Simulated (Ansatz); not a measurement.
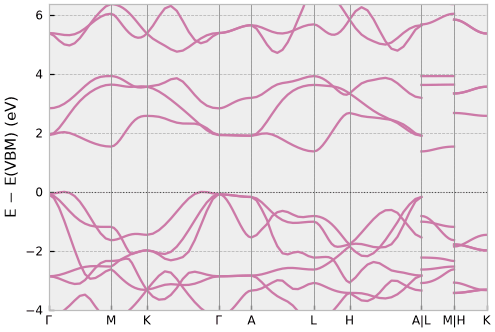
*Band structure from r²SCAN (plane waves, PAW; program Ansatz)*

Problem. Read off the gap and where the band edges lie.

Solution. About 1.4 eV (1.37 eV by a search for the band edges); maximum on the K–Γ line, 78 % of the way from K, minimum at L.

The material is ZrS2 (CdI2 type, P-3m1).

Symmetry was held in the r²SCAN relaxation. The run is not spin-polarised. A crystal of weakly bound layers computed without a dispersion correction: the cell and the soft elastic constants depend strongly on that. Spin–orbit coupling is left out wherever it is not named.

Potentials: the earlier of the program's two PAW sets.
